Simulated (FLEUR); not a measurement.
# Collinear magnetic orders of Nickel with FLEUR

A self-consistent run ends on one state, which hangs on the start. Several orders of Nickel are started in FLEUR and their energies compared.

Method: PBEsol; all-electron FLAPW, Dirac cores, scalar-relativistic bands, in FLEUR MaX-R8.1.

## 1. Set-up

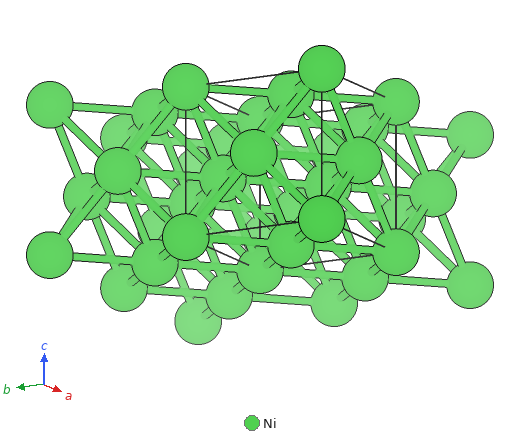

Start, viewed from a free direction; nickel green. 2×2×1 cells are drawn. This picture shows the conventional cell, with its axes. Some periodic images of atoms are drawn too.

Structure file:

```cif
data_structure
_symmetry_space_group_name_H-M 'P 1'
_symmetry_Int_Tables_number 1
_cell_length_a 2.4918
_cell_length_b 2.4918
_cell_length_c 2.4918
_cell_angle_alpha 60.000
_cell_angle_beta 60.000
_cell_angle_gamma 60.000
_cell_volume 10.94
loop_
_atom_site_label
_atom_site_type_symbol
_atom_site_fract_x
_atom_site_fract_y
_atom_site_fract_z
_atom_site_occupancy
Ni1 Ni 0.00000 0.00000 0.00000 1
```

## 2. Order 1, typed as ferro +

The parallel start comes first: it shows whether parallel moments hold.

inpgen writes inp.xml from crystal.txt; cutoffs, mixing, functional, smearing and local orbitals are then set in the file. The k list default-1 (kpts.xml, not shown) is a Γ-centred 14×14×14 mesh; where the ranks do not divide the number of points, some are split in two of half the weight.

File inp.xml:

```
<?xml version="1.0" encoding="UTF-8" standalone="no"?>
<fleurInput fleurInputVersion="0.39">
   <comment>
      Ni
   </comment>
   <calculationSetup>
      <cutoffs Kmax="3.6" Gmax="10.8" GmaxXC="10.8" numbands="0"/>
      <scfLoop itmax="90" minDistance="0.00002" maxIterBroyd="15" imix="Anderson" alpha="0.05" precondParam="0.0" spinf="2.0" sdNocoIR="T"/>
      <coreElectrons ctail="T" frcor="F" kcrel="0" coretail_lmax="0"/>
      <xcFunctional name="PBEs" relativisticCorrections="F"/>
      <magnetism jspins="2"/>
      <soc l_soc="F" theta="0.0" phi="0.0" spav="F"/>
      <expertModes spex="0" secvar="F"/>
      <geometryOptimization l_f="F" forcealpha="1.0" forcemix="BFGS" epsdisp="0.00001" epsforce="0.00001"/>
      <ldaU l_linMix="F" mixParam="0.05" spinf="1.0"/>
   </calculationSetup>
   <cell>
      <bzIntegration valenceElectrons="18.0" mode="hist" fermiSmearingEnergy="0.00293995">
         <kPointListSelection listName="default-1"/>
         <xi:include xmlns:xi="http://www.w3.org/2001/XInclude" href="kpts.xml"> </xi:include>
      </bzIntegration>
      <xi:include xmlns:xi="http://www.w3.org/2001/XInclude" href="sym.xml"> </xi:include>
      <bulkLattice scale="1.0">
         <bravaisMatrix>
            <row-1>    0.0000000000000000     3.3295745993471009     3.3295745993471009</row-1>
            <row-2>    3.3295745993471009     0.0000000000000000     3.3295745993471009</row-2>
            <row-3>    3.3295745993471009     3.3295745993471009     0.0000000000000000</row-3>
         </bravaisMatrix>
      </bulkLattice>
   </cell>
   <atomSpecies>
      <species name="Nickel (Ni1.000" element="Ni" atomicNumber="28">
         <mtSphere radius="2.3" gridPoints="761" logIncrement="0.016"/>
         <atomicCutoffs lmax="8" lnonsphr="6"/>
         <electronConfig flipSpins="F">
            <coreConfig>(1s1/2) (2s1/2) (2p1/2) (2p3/2)</coreConfig>
            <valenceConfig>(3s1/2) (3p1/2) (3p3/2) (4s1/2) (3d3/2) (3d5/2)</valenceConfig>
            <stateOccupation state="(3d3/2)" spinUp="1.6" spinDown="1.6"/>
            <stateOccupation state="(3d5/2)" spinUp="2.9" spinDown="1.9"/>
         </electronConfig>
         <energyParameters s="4" p="4" d="3" f="4"/>
         <lo type="SCLO" l="0" n="3" eDeriv="0"/>
         <lo type="SCLO" l="1" n="3" eDeriv="0"/>
      </species>
   </atomSpecies>
   <atomGroups>
      <atomGroup species="Nickel (Ni1.000">
         <relPos label="                   1">.0000000000 .0000000000 .0000000000</relPos>
         <force calculate="T" relaxXYZ="TTT"/>
      </atomGroup>
   </atomGroups>
   <output dos="F" band="F" slice="F">
      <bandDOS minEnergy="-.5*Htr" maxEnergy="0.5*Htr" sigma="0.015" storeEVData="T"/>
      <plotting iplot="0" polar="F">
         <plot TwoD="T" vec1="  1.0  0.0  0.0" vec2="  0.0  1.0  0.0" vec3="  0.0  0.0  1.0" zero="  0.0  0.0  0.0" file="plot"/>
      </plotting>
      <moessbauerParams electricFieldGradient="F" isomerShift="F" coreHyperfine="F" valenceHyperfine="F"/>
   </output>
</fleurInput>
```

File crystal.txt:

```
Ni
&input film=F cartesian=F /
0.00000000000  1.76193500000  1.76193500000
1.76193500000  0.00000000000  1.76193500000
1.76193500000  1.76193500000  0.00000000000
1.8897261246
1.0 1.0 1.0

1
28 0.00000000000  0.00000000000  0.00000000000 : 1.000

&kpt div1=14 div2=14 div3=14 gamma=T /
```

The run is started by

```bash
> OMP_NUM_THREADS=1 inpgen -f crystal.txt > inpgen.log  # inp.xml is then edited as shown
> OMP_NUM_THREADS=1 mpirun -n 4 fleur_MPI > fleur.log
```

The program printed:

```text
Welcome to FLEUR        (www.flapw.de)
      MaX-Release 8.1          (www.max-centre.eu)

 ========== k-point set info ==========
 Selected k-point list: default-1
 k-point list type: mesh
 14 x 14 x 14
 Number of k points: 104

 ------------Calculation Setup---------------------------
 Number of MPI-tasks      :            4
 Number of PE/node        :            4
 Number of OMP-threads    :            1
 k-points in parallel     :            4
 pe's per k-point         :            1
 No of k-point loops      :           26
 Eigenvalue solver        :       lapack
 Number of basis functions:           70
 Approximate size of matrices (H+S) per k-point:         0.000 GB
 --------------------------------------------------------
 Iteration:     1   Distance:       8.37958842 me/bohr^3
 Iteration:     2   Distance:       8.04415900 me/bohr^3
 Iteration:     3   Distance:       2.45411995 me/bohr^3
 Iteration:     4   Distance:       1.89036945 me/bohr^3
 Iteration:     5   Distance:       1.96345492 me/bohr^3
 Iteration:     6   Distance:       0.98160516 me/bohr^3
 Iteration:     7   Distance:       0.98577604 me/bohr^3
 Iteration:     8   Distance:       0.36525087 me/bohr^3
 Iteration:     9   Distance:       0.18887636 me/bohr^3
 Iteration:    10   Distance:       0.03691379 me/bohr^3
 Iteration:    11   Distance:       0.01337988 me/bohr^3
 Iteration:    12   Distance:       0.01500439 me/bohr^3
 Iteration:    13   Distance:       0.00077051 me/bohr^3
 Iteration:    14   Distance:       0.00096561 me/bohr^3
 Iteration:    15   Distance:       0.00004356 me/bohr^3
 Iteration:    16   Distance:       0.00004145 me/bohr^3
 Iteration:    17   Distance:       0.00003259 me/bohr^3
 Iteration:    18   Distance:       0.00000724 me/bohr^3

 ********************************************************************
 Run finished successfully
 Stop message:
   all done
 ********************************************************************

--- out.xml (last complete iteration) ---
<iteration numberForCurrentRun="   18" overallNumber="   18">
         <energyParameters units="Htr">
            <atomicEP atomType="1" spin="1" branch="4s" branchLowest="-3.48" branchHighest="1.63" value="0.1725310993"/>
            <atomicEP atomType="1" spin="1" branch="4p" branchLowest="-2.02" branchHighest="2.22" value="0.3155066390"/>
            <atomicEP atomType="1" spin="1" branch="3d" branchLowest="-9.99" branchHighest="0.33" value="0.2342838902"/>
            <atomicEP atomType="1" spin="1" branch="4f" branchLowest="-9.99" branchHighest="3.59" value="0.6373363094"/>
            <loAtomicEP atomType="1" spin="1" branch="3s" branchLowest="-35.44" branchHighest="-3.48" value="-3.4845780542"/>
            <loAtomicEP atomType="1" spin="1" branch="3p" branchLowest="-30.42" branchHighest="-2.02" value="-2.0346156648"/>
            <atomicEP atomType="1" spin="2" branch="4s" branchLowest="-3.45" branchHighest="1.64" value="0.1674944239"/>
            <atomicEP atomType="1" spin="2" branch="4p" branchLowest="-2.00" branchHighest="2.24" value="0.3084824921"/>
            <atomicEP atomType="1" spin="2" branch="3d" branchLowest="-9.99" branchHighest="0.36" value="0.2552536588"/>
            <atomicEP atomType="1" spin="2" branch="4f" branchLowest="-9.99" branchHighest="3.61" value="0.6289998883"/>
            <loAtomicEP atomType="1" spin="2" branch="3s" branchLowest="-35.43" branchHighest="-3.45" value="-3.4553770383"/>
            <loAtomicEP atomType="1" spin="2" branch="3p" branchLowest="-30.41" branchHighest="-2.00" value="-2.0062048180"/>
         </energyParameters>
         <bandgap value="0.0050260860" units="eV"/>
         <sumValenceSingleParticleEnergies value="-16.7813615170" units="Htr"/>
         <FermiEnergy value="0.3121272148" units="Htr"/>
         <valenceDensity>
            <mtCharges spin="1">
               <mtCharge atomType="1" total="8.8886057" s="1.2221783" p="3.1998900" d="4.4473571" f="0.0143579"/>
            </mtCharges>
            <mtCharges spin="2">
               <mtCharge atomType="1" total="8.2590907" s="1.2271995" p="3.2202158" d="3.7917860" f="0.0151658"/>
            </mtCharges>
            <spinDependentCharge spin="1" total="9.3012692" interstitial="0.4126635" mtSpheres="8.8886057"/>
            <spinDependentCharge spin="2" total="8.6987308" interstitial="0.4396401" mtSpheres="8.2590907"/>
            <totalCharge value="18.0000000000"/>
         </valenceDensity>
         <coreStates atomType="     1" atomicNumber=" 28" spin="1" kinEnergy="    676.3689496528" eigValSum="   -427.5550229309" lostElectrons=" 0.000000">
            <state n="1" l="0" j="0.5" energy="-300.8407888717" weight="1.0000000000"/>
            <state n="2" l="0" j="0.5" energy="-35.4445691672" weight="1.0000000000"/>
            <state n="2" l="1" j="0.5" energy="-30.8508541275" weight="1.0000000000"/>
            <state n="2" l="1" j="1.5" energy="-30.2094053822" weight="2.0000000000"/>
         </coreStates>
         <coreStates atomType="     1" atomicNumber=" 28" spin="2" kinEnergy="    676.5156041563" eigValSum="   -427.5053450453" lostElectrons=" 0.000000">
            <state n="1" l="0" j="0.5" energy="-300.8408303083" weight="1.0000000000"/>
            <state n="2" l="0" j="0.5" energy="-35.4293290800" weight="1.0000000000"/>
            <state n="2" l="1" j="0.5" energy="-30.8396083639" weight="1.0000000000"/>
            <state n="2" l="1" j="1.5" energy="-30.1977886465" weight="2.0000000000"/>
         </coreStates>
         <allElectronCharges>
            <spinDependentCharge spin="1" total="14.3012692" interstitial="0.4126635" mtSpheres="13.8886057"/>
            <spinDependentCharge spin="2" total="13.6987308" interstitial="0.4396401" mtSpheres="13.2590907"/>
            <totalCharge value="28.0000000002"/>
         </allElectronCharges>
         <magneticMomentsInMTSpheres units="muBohr">
            <globalMagMoment atomType="1" vec="0.00000   0.00000   0.62952"/>
            <localMagMoment atomType="1" vec="0.00000   0.00000   0.62952"/>
         </magneticMomentsInMTSpheres>
         <moessbauerParams unitsHFF="kG" unitsIS="e/bohr^3" unitsEFG="Htr/bohr^2">
         </moessbauerParams>
         <totalEnergy value="    -1519.5532840433" units="Htr">
            <sumOfEigenvalues value="     -871.8417294932">
               <coreElectrons value="-855.0603679762"/>
               <valenceElectrons value="-16.7813615170"/>
            </sumOfEigenvalues>
            <densityCoulombPotentialIntegral value="-2333.7606543340"/>
            <densityEffectivePotentialIntegral value="-2415.3828770492"/>
            <chargeDenXCDenIntegral value="-62.2828549526"/>
            <FockExchangeEnergyValence value="0.0000000000"/>
            <FockExchangeEnergyCore value="0.0000000000"/>
            <atomTypeDependentContributions atomType="1">
               <electronNucleiInteractionDifferentMTs value="1824.2954921287"/>
               <MadelungTerm value="-9.6357573510"/>
            </atomTypeDependentContributions>
            <tkbTimesEntropy value="0.0013984153"/>
            <freeEnergy value="-1519.5546824586"/>
            <extrapolationTo0K value="-1519.5539832509"/>
         </totalEnergy>
         <densityConvergence units="me/bohr^3">
            <chargeDensity spin="1" distance="0.0000049923"/>
            <chargeDensity spin="2" distance="0.0000038050"/>
            <overallChargeDensity distance="0.0000072432"/>
            <spinDensity distance="0.0000051320"/>
         </densityConvergence>
      </iteration>
```

Run time: 5.1 s. Hardware: 4 MPI ranks of Intel Xeon 6975P-C (Granite Rapids), shared host; peak memory 0.2 GiB; 19 s of CPU time.

Spin moment in the muffin-tin sphere by atom:

```tsv
atom	spin moment in the muffin-tin sphere (μB)
Ni1	0.629
```

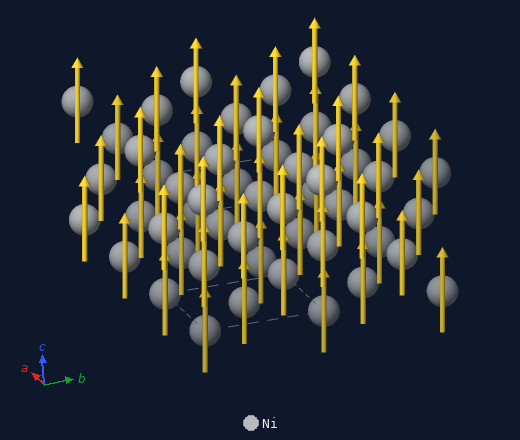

Spin moment in the muffin-tin sphere as arrows, the longest 0.629 μB. Up and down stand for the sign. Arrows give size and sign along the axis of quantisation, drawn up and down the page. 3×2×1 conventional cells are drawn. Some periodic images of atoms are drawn too.

Numbers from this step:

- free energy: -41349.1894 eV
- program's band gap on this mesh (in a metal only a level spacing): 0.005026 eV
- magnetization: 0.6025 μB
- final state: ferromagnetic

After 18 cycles the largest moment stands at 0.630 μB.

## 3. Start 2: antiferro q=(0,1/2,1/2) +-

Reversing part of the moments tests the sign of the couplings between them.

The cell is doubled to 2 atoms to hold this order. The mesh is halved along the doubled vector, so that both cells sample the same points. The k list default-1 (kpts.xml, not shown) is a Γ-centred 14×7×14 mesh.

Edit inp.xml of step 2 so:

```diff
@@ -17,3 +17,3 @@
    <cell>
-      <bzIntegration valenceElectrons="18.0" mode="hist" fermiSmearingEnergy="0.00293995">
+      <bzIntegration valenceElectrons="36.0" mode="hist" fermiSmearingEnergy="0.00293995">
          <kPointListSelection listName="default-1"/>
@@ -25,4 +25,4 @@
             <row-1>    0.0000000000000000     3.3295745993471009     3.3295745993471009</row-1>
-            <row-2>    3.3295745993471009     0.0000000000000000     3.3295745993471009</row-2>
-            <row-3>    3.3295745993471009     3.3295745993471009     0.0000000000000000</row-3>
+            <row-2>    6.6591491986942017     0.0000000000000000     6.6591491986942017</row-2>
+            <row-3>    6.6591491986942017     3.3295745993471009     3.3295745993471009</row-3>
          </bravaisMatrix>
@@ -44,2 +44,15 @@
       </species>
+      <species name="Nickel (Ni-1.000" element="Ni" atomicNumber="28">
+         <mtSphere radius="2.3" gridPoints="761" logIncrement="0.016"/>
+         <atomicCutoffs lmax="8" lnonsphr="6"/>
+         <electronConfig flipSpins="F">
+            <coreConfig>(1s1/2) (2s1/2) (2p1/2) (2p3/2)</coreConfig>
+            <valenceConfig>(3s1/2) (3p1/2) (3p3/2) (4s1/2) (3d3/2) (3d5/2)</valenceConfig>
+            <stateOccupation state="(3d3/2)" spinUp="1.6" spinDown="1.6"/>
+            <stateOccupation state="(3d5/2)" spinUp="1.9" spinDown="2.9"/>
+         </electronConfig>
+         <energyParameters s="4" p="4" d="3" f="4"/>
+         <lo type="SCLO" l="0" n="3" eDeriv="0"/>
+         <lo type="SCLO" l="1" n="3" eDeriv="0"/>
+      </species>
    </atomSpecies>
@@ -48,2 +61,6 @@
          <relPos label="                   1">.0000000000 .0000000000 .0000000000</relPos>
+         <force calculate="T" relaxXYZ="TTT"/>
+      </atomGroup>
+      <atomGroup species="Nickel (Ni-1.000">
+         <relPos label="                   2">.0000000000 1.000/2.000 .0000000000</relPos>
          <force calculate="T" relaxXYZ="TTT"/>
```

File crystal.txt:

```
Ni
&input film=F cartesian=F /
0.00000000000  1.76193500000  1.76193500000
3.52387000000  0.00000000000  3.52387000000
3.52387000000  1.76193500000  1.76193500000
1.8897261246
1.0 1.0 1.0

2
28 0.00000000000  0.00000000000  0.00000000000 : 1.000
28 0.00000000000  0.50000000000  0.00000000000 : -1.000

&kpt div1=14 div2=7 div3=14 gamma=T /
```

The program printed:

```text
[banner, memory and clock lines left out]
Welcome to FLEUR        (www.flapw.de)
      MaX-Release 8.1          (www.max-centre.eu)

 ========== k-point set info ==========
 Selected k-point list: default-1
 k-point list type: mesh
 14 x 7 x 14
 Number of k points: 372

 ------------Calculation Setup---------------------------
 Number of PE/node        :            4
 Number of OMP-threads    :            1
 k-points in parallel     :            4
 pe's per k-point         :            1
 No of k-point loops      :           93
 Eigenvalue solver        :       lapack
 Number of basis functions:          140
 Approximate size of matrices (H+S) per k-point:         0.000 GB
 Iteration:     1   Distance:      19.25384461 me/bohr^3
 Iteration:     2   Distance:      18.69612726 me/bohr^3
 Iteration:     3   Distance:       6.46298948 me/bohr^3
 Iteration:     4   Distance:       4.95413272 me/bohr^3
 Iteration:     5   Distance:       4.30135645 me/bohr^3
 Iteration:     6   Distance:       2.07604059 me/bohr^3
 Iteration:     7   Distance:       1.97669413 me/bohr^3
 Iteration:     8   Distance:       1.55339594 me/bohr^3
 Iteration:     9   Distance:       1.33853929 me/bohr^3
 Iteration:    10   Distance:       1.33395192 me/bohr^3
[... 19 iterations left out ...]
 Iteration:    30   Distance:       0.00017379 me/bohr^3
 Iteration:    31   Distance:       0.00017139 me/bohr^3
 Iteration:    32   Distance:       0.00014681 me/bohr^3
 Iteration:    33   Distance:       0.00013802 me/bohr^3
 Iteration:    34   Distance:       0.00012872 me/bohr^3
 Iteration:    35   Distance:       0.00012843 me/bohr^3
 Iteration:    36   Distance:       0.00009539 me/bohr^3
 Iteration:    37   Distance:       0.00015639 me/bohr^3
 Iteration:    38   Distance:       0.00003285 me/bohr^3
 Iteration:    39   Distance:       0.00001340 me/bohr^3

 ********************************************************************
 Run finished successfully
 Stop message:
   all done
 ********************************************************************

--- out.xml (last complete iteration) ---
<iteration numberForCurrentRun="   39" overallNumber="   39">
         [... left out ...]
         <bandgap value="0.0000000089" units="eV"/>
         <sumValenceSingleParticleEnergies value="-33.5423913953" units="Htr"/>
         <FermiEnergy value="0.3053948445" units="Htr"/>
         <valenceDensity>
            <mtCharges spin="1">
               <mtCharge atomType="1" total="8.5747703" s="1.2236355" p="3.2085470" d="4.1229542" f="0.0148521"/>
               <mtCharge atomType="2" total="8.5747699" s="1.2236355" p="3.2085470" d="4.1229538" f="0.0148521"/>
            </mtCharges>
            <mtCharges spin="2">
               <mtCharge atomType="1" total="8.5747701" s="1.2236355" p="3.2085470" d="4.1229540" f="0.0148521"/>
               <mtCharge atomType="2" total="8.5747701" s="1.2236355" p="3.2085470" d="4.1229540" f="0.0148521"/>
            </mtCharges>
            <spinDependentCharge spin="1" total="18.0000000" interstitial="0.8504598" mtSpheres="17.1495401"/>
            <spinDependentCharge spin="2" total="18.0000000" interstitial="0.8504598" mtSpheres="17.1495402"/>
            <totalCharge value="36.0000000000"/>
         </valenceDensity>
         [... left out ...]
         <magneticMomentsInMTSpheres units="muBohr">
            <globalMagMoment atomType="1" vec="0.00000   0.00000   0.00000"/>
            <localMagMoment atomType="1" vec="0.00000   0.00000   0.00000"/>
            <globalMagMoment atomType="2" vec="0.00000   0.00000   0.00000"/>
            <localMagMoment atomType="2" vec="0.00000   0.00000   0.00000"/>
         </magneticMomentsInMTSpheres>
         [... left out ...]
         <totalEnergy value="    -3039.1018569905" units="Htr">
            <sumOfEigenvalues value="    -1743.6598058835">
               <coreElectrons value="-1710.1174144882"/>
               <valenceElectrons value="-33.5423913953"/>
            </sumOfEigenvalues>
            <densityCoulombPotentialIntegral value="-4667.4895043082"/>
            <densityEffectivePotentialIntegral value="-4830.7228484129"/>
            <chargeDenXCDenIntegral value="-124.5573979412"/>
            <FockExchangeEnergyValence value="0.0000000000"/>
            <FockExchangeEnergyCore value="0.0000000000"/>
         [... left out ...]
            <tkbTimesEntropy value="0.0047120625"/>
            <freeEnergy value="-3039.1065690531"/>
            <extrapolationTo0K value="-3039.1042130218"/>
         </totalEnergy>
         <densityConvergence units="me/bohr^3">
            <chargeDensity spin="1" distance="0.0000064142"/>
            <chargeDensity spin="2" distance="0.0000084969"/>
            <overallChargeDensity distance="0.0000134009"/>
            <spinDensity distance="0.0000068626"/>
         </densityConvergence>
      </iteration>
```

Elapsed: 75 s, on 4 MPI ranks; peak memory 0.3 GiB.

The spin moment in the muffin-tin sphere vanishes on all atoms.

This step gave:

| Quantity | Value |
| --- | --- |
| free energy | -82698.3027 eV |
| program's band gap on this mesh (in a metal only a level spacing) | 8.90e-9 eV |
| final state | non-magnetic |

It lies 38.0 meV a seeded atom over the first start.

(Part 1 of 2 ends here.)

[Logs and program files are shortened in this print: banners, set-up blocks, solver, clock and traceback lines can be left out without a mark of their own.]

[Logs are printed without paths, hosts, clocks, repeated set-up lines and the standing remarks that a program may print on its own settings, such as how far it seeks lower states.]

[Hosts, paths, dates, database ids (printed as entryN), source tags and the programs' standing remarks are cut or masked in the printed files.]

[Where a cell is said to come from a database of computed structures, the database is the Materials Project.]
